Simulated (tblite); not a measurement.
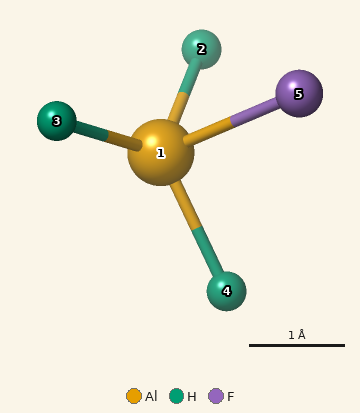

*The input geometry (ball-and-stick view, seen at a tilt; atoms are numbered from 1 in the order of the input). Sticks mark near contacts.*

Bond lengths as drawn: Al–F 1.85 Å and Al–H 1.56 to 1.62 Å.

## Geometry relaxation, with input and output: AlH3F (charge −1)

The run: geometry relaxation of AlH3F, charge −1. Method and program: GFN2-xTB geometry optimisation, gas phase (tblite 0.8.0).

Input
```
{"job": {"kind": "relax", "xc": "GFN2-xTB", "basis": "xTB"}, "charge": -1, "multiplicity": 1}
Al     0.021300    -0.003900    -0.016800
H      1.577300    -0.139400    -0.049000
H     -0.899300    -1.301000     0.012000
H     -0.658500     1.463100    -0.037800
F      0.186800     0.094800    -1.857500
```

The first line tells a small driver script what to run in tblite; the rest is the geometry in Å.

Machine: 1 CPU thread, shared host.

Launch command:
```bash
OMP_NUM_THREADS=1 python <driver script> task.json out
```

Log
```
step      E/eV     max force
  0    -207.71161    4.208
  1    -208.00403    3.382
  2    -208.24761    4.822
  3    -208.41812    1.009
  4    -208.49733    1.035
  5    -208.66648    0.637
  6    -208.67902    0.352
  7    -208.69225    0.246
  8    -208.69716    0.301
  9    -208.70276    0.288
 10    -208.70559    0.152
 11    -208.70650    0.055
 12    -208.70671    0.050
 13    -208.70707    0.061
 14    -208.70744    0.079
 15    -208.70785    0.095
 16    -208.70820    0.090
 17    -208.70848    0.060
 18    -208.70859    0.025
 19    -208.70862    0.007
```

Trajectory as extended XYZ (Å, eV, eV/Å), 20 frames, from step=0 to step=19
```
5
Properties=species:S:1:pos:R:3:forces:R:3 step=0 energy=-207.71161
Al    0.0213   -0.0039   -0.0168    0.1050   0.4620  -4.1810
H     1.5773   -0.1394   -0.0490    0.3510  -0.1020   1.2890
H    -0.8993   -1.3010    0.0120   -0.0560  -0.0240   0.8630
H    -0.6585    1.4631   -0.0378   -0.0400  -0.1460   1.0600
F     0.1868    0.0948   -1.8575   -0.3600  -0.1900   0.9680
5
Properties=species:S:1:pos:R:3:forces:R:3 step=1 energy=-208.00403
Al    0.0228    0.0027   -0.0765    0.0710   0.2980  -3.3680
H     1.5823   -0.1408   -0.0306    0.3130  -0.0810   1.1820
H    -0.9001   -1.3014    0.0243   -0.0160   0.0360   0.7540
H    -0.6591    1.4610   -0.0227   -0.0460  -0.0950   0.9480
F     0.1817    0.0920   -1.8436   -0.3210  -0.1580   0.4840
5
Properties=species:S:1:pos:R:3:forces:R:3 step=2 energy=-208.24761
Al    0.0270    0.0205   -0.2757   -0.2890  -0.2450   3.3960
H     1.6007   -0.1456    0.0390   -0.0080   0.0060   0.6620
H    -0.9011   -1.2994    0.0687    0.1280   0.2440   0.2740
H    -0.6617    1.4553    0.0332    0.0090  -0.0900   0.4870
F     0.1628    0.0827   -1.8144    0.1600   0.0850  -4.8190
5
Properties=species:S:1:pos:R:3:forces:R:3 step=3 energy=-208.41812
Al    0.0238    0.0147   -0.2034    0.0450  -0.0080  -0.8750
H     1.5963   -0.1444    0.0275    0.0470  -0.0160   0.8040
H    -0.9000   -1.2981    0.0604    0.0760   0.1720   0.4390
H    -0.6610    1.4559    0.0237   -0.0120  -0.0850   0.6270
F     0.1685    0.0855   -1.8574   -0.1560  -0.0640  -0.9950
5
Properties=species:S:1:pos:R:3:forces:R:3 step=4 energy=-208.49733
Al    0.0241    0.0167   -0.2328    0.0700  -0.0400  -0.4920
H     1.5996   -0.1454    0.0505   -0.0510   0.0030   0.6610
H    -0.8988   -1.2949    0.0736    0.0970   0.1990   0.3410
H    -0.6615    1.4535    0.0418    0.0120  -0.1090   0.5160
F     0.1643    0.0836   -1.8822   -0.1280  -0.0530  -1.0260
5
Properties=species:S:1:pos:R:3:forces:R:3 step=5 energy=-208.66648
Al    0.0279    0.0227   -0.3486    0.1400  -0.0830   0.6160
H     1.6072   -0.1482    0.1536   -0.3730   0.0670   0.0410
H    -0.8907   -1.2757    0.1316    0.1800   0.2840  -0.0970
H    -0.6620    1.4399    0.1232    0.1250  -0.2360   0.0160
F     0.1452    0.0749   -2.0089   -0.0710  -0.0310  -0.5770
5
Properties=species:S:1:pos:R:3:forces:R:3 step=6 energy=-208.67902
Al    0.0303    0.0218   -0.3474    0.1330  -0.0550   0.3130
H     1.6022   -0.1473    0.1605   -0.3450   0.0630   0.0270
H    -0.8876   -1.2704    0.1337    0.1680   0.2550  -0.0980
H    -0.6603    1.4357    0.1284    0.1250  -0.2230   0.0040
F     0.1429    0.0739   -2.0243   -0.0820  -0.0390  -0.2460
5
Properties=species:S:1:pos:R:3:forces:R:3 step=7 energy=-208.69225
Al    0.0364    0.0196   -0.3431    0.0750   0.0020  -0.1340
H     1.5881   -0.1449    0.1701   -0.2400   0.0480   0.0290
H    -0.8797   -1.2579    0.1343    0.1320   0.1760  -0.0810
H    -0.6551    1.4252    0.1352    0.1160  -0.1760   0.0010
F     0.1379    0.0715   -2.0456   -0.0830  -0.0500   0.1860
5
Properties=species:S:1:pos:R:3:forces:R:3 step=8 energy=-208.69716
Al    0.0404    0.0187   -0.3433    0.0240   0.0280  -0.2490
H     1.5776   -0.1430    0.1754   -0.1560   0.0370   0.0320
H    -0.8738   -1.2491    0.1333    0.1020   0.1180  -0.0700
H    -0.6507    1.4173    0.1386    0.1030  -0.1330  -0.0010
F     0.1341    0.0696   -2.0531   -0.0720  -0.0500   0.2880
5
Properties=species:S:1:pos:R:3:forces:R:3 step=9 energy=-208.70276
Al    0.0454    0.0181   -0.3468   -0.0490   0.0510  -0.2610
H     1.5617   -0.1398    0.1821   -0.0240   0.0220   0.0380
H    -0.8645   -1.2360    0.1304    0.0490   0.0280  -0.0550
H    -0.6431    1.4050    0.1424    0.0740  -0.0550  -0.0020
F     0.1282    0.0662   -2.0572   -0.0500  -0.0450   0.2800
5
Properties=species:S:1:pos:R:3:forces:R:3 step=10 energy=-208.70559
Al    0.0468    0.0188   -0.3515   -0.0690   0.0430  -0.1290
H     1.5534   -0.1378    0.1852    0.0390   0.0160   0.0380
H    -0.8592   -1.2293    0.1274    0.0150  -0.0210  -0.0480
H    -0.6380    1.3981    0.1435    0.0490  -0.0020  -0.0010
F     0.1246    0.0638   -2.0537   -0.0350  -0.0360   0.1410
5
Properties=species:S:1:pos:R:3:forces:R:3 step=11 energy=-208.70650
Al    0.0455    0.0199   -0.3542   -0.0460   0.0210   0.0100
H     1.5525   -0.1370    0.1855    0.0370   0.0170   0.0320
H    -0.8578   -1.2286    0.1250    0.0040  -0.0290  -0.0460
H    -0.6358    1.3967    0.1428    0.0340   0.0200   0.0020
F     0.1233    0.0626   -2.0483   -0.0300  -0.0290   0.0020
5
Properties=species:S:1:pos:R:3:forces:R:3 step=12 energy=-208.70671
Al    0.0443    0.0205   -0.3542   -0.0240   0.0100   0.0360
H     1.5535   -0.1367    0.1855    0.0230   0.0190   0.0290
H    -0.8579   -1.2295    0.1238    0.0020  -0.0240  -0.0440
H    -0.6352    1.3973    0.1423    0.0290   0.0220   0.0050
F     0.1228    0.0620   -2.0466   -0.0300  -0.0270  -0.0260
5
Properties=species:S:1:pos:R:3:forces:R:3 step=13 energy=-208.70707
Al    0.0420    0.0216   -0.3537    0.0210  -0.0090   0.0530
H     1.5554   -0.1357    0.1867   -0.0050   0.0210   0.0220
H    -0.8578   -1.2313    0.1208   -0.0020  -0.0180  -0.0370
H    -0.6332    1.3986    0.1419    0.0180   0.0290   0.0100
F     0.1211    0.0603   -2.0449   -0.0310  -0.0220  -0.0480
5
Properties=species:S:1:pos:R:3:forces:R:3 step=14 energy=-208.70744
Al    0.0401    0.0227   -0.3530    0.0620  -0.0260   0.0420
H     1.5565   -0.1339    0.1895   -0.0270   0.0220   0.0130
H    -0.8570   -1.2328    0.1167   -0.0100  -0.0160  -0.0270
H    -0.6301    1.3998    0.1424    0.0040   0.0360   0.0140
F     0.1181    0.0577   -2.0447   -0.0290  -0.0160  -0.0420
5
Properties=species:S:1:pos:R:3:forces:R:3 step=15 energy=-208.70785
Al    0.0392    0.0236   -0.3523    0.0880  -0.0350   0.0100
H     1.5566   -0.1311    0.1941   -0.0390   0.0200   0.0030
H    -0.8558   -1.2342    0.1111   -0.0180  -0.0170  -0.0150
H    -0.6258    1.4013    0.1438   -0.0080   0.0410   0.0150
F     0.1133    0.0539   -2.0458   -0.0240  -0.0090  -0.0140
5
Properties=species:S:1:pos:R:3:forces:R:3 step=16 energy=-208.70820
Al    0.0400    0.0238   -0.3518    0.0820  -0.0310  -0.0220
H     1.5556   -0.1280    0.1987   -0.0340   0.0150  -0.0040
H    -0.8547   -1.2354    0.1058   -0.0200  -0.0170  -0.0040
H    -0.6217    1.4030    0.1455   -0.0130   0.0360   0.0120
F     0.1084    0.0501   -2.0474   -0.0150  -0.0030   0.0180
5
Properties=species:S:1:pos:R:3:forces:R:3 step=17 energy=-208.70848
Al    0.0422    0.0234   -0.3515    0.0460  -0.0170  -0.0350
H     1.5542   -0.1254    0.2020   -0.0170   0.0080  -0.0050
H    -0.8543   -1.2367    0.1016   -0.0160  -0.0140   0.0030
H    -0.6189    1.4051    0.1470   -0.0080   0.0210   0.0060
F     0.1043    0.0472   -2.0483   -0.0050   0.0010   0.0320
5
Properties=species:S:1:pos:R:3:forces:R:3 step=18 energy=-208.70859
Al    0.0440    0.0227   -0.3516    0.0100  -0.0040  -0.0230
H     1.5536   -0.1244    0.2027   -0.0030   0.0040  -0.0030
H    -0.8548   -1.2377    0.1002   -0.0080  -0.0080   0.0030
H    -0.6182    1.4067    0.1475   -0.0010   0.0060   0.0010
F     0.1030    0.0463   -2.0478    0.0010   0.0020   0.0210
5
Properties=species:S:1:pos:R:3:forces:R:3 step=19 energy=-208.70862
Al    0.0446    0.0225   -0.3518   -0.0030   0.0000  -0.0060
H     1.5537   -0.1244    0.2021    0.0000   0.0030  -0.0010
H    -0.8553   -1.2383    0.1003   -0.0030  -0.0040   0.0020
H    -0.6186    1.4072    0.1473    0.0030   0.0000   0.0000
F     0.1032    0.0465   -2.0470    0.0020   0.0010   0.0060
```

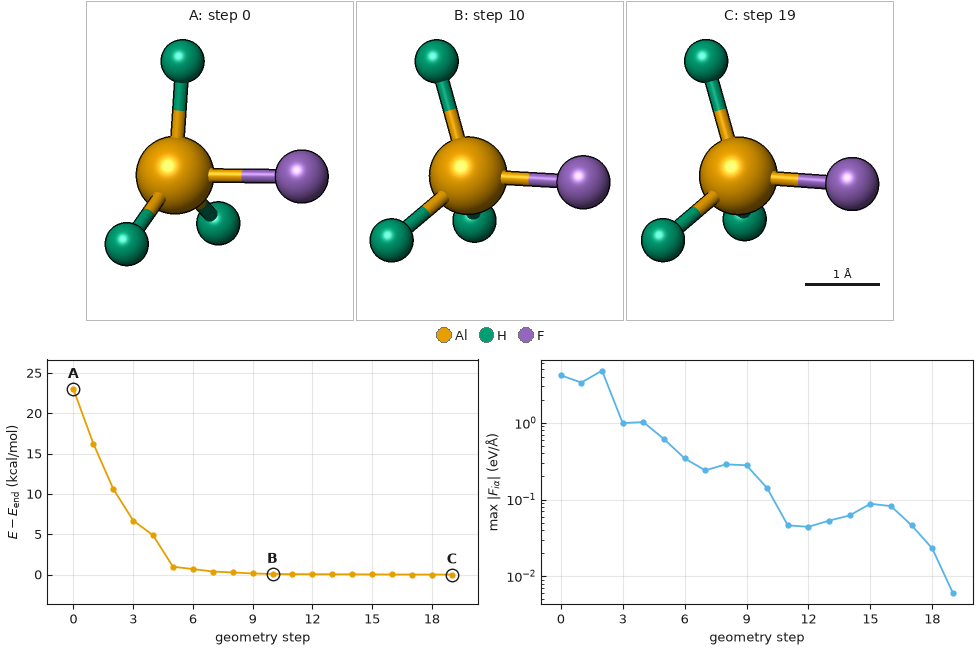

*Frames of the relaxation (ball-and-stick view, seen at a tilt) above the curves, on which the letters mark them (steps are counted from 0).*

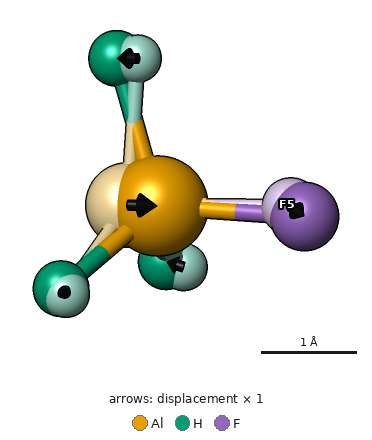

*Start (faint) and end (solid) with the displacements as black arrows, at true length (ball-and-stick view, seen at a tilt). The two geometries are laid on each other by the best rigid fit.*

The energy falls by 23.0 kcal/mol in 19 geometry steps. The largest force component goes from 4.2 to 0.006 eV/Å. Al1 moves most after the best rigid fit: 0.34 Å. Largest moves by element: Al 0.34 Å, H 0.25 Å, F 0.21 Å. Among the contacts that change: Al1–F5 1.851 → 1.696 Å, Al1–H2 1.562 → 1.614 Å, Al1–H3 1.591 → 1.614 Å. Among the angles that change: H2–Al1–F5 84.0° → 108.2°, H4–Al1–F5 88.6° → 108.1°, H3–Al1–F5 96.5° → 108.1°. (Atoms are counted from 1 in the order of the input.)

Results in brief

| quantity | value |
| --- | --- |
| outcome | converged |
| total energy | −208.7086 eV |
| peak memory | 0.46 GiB |
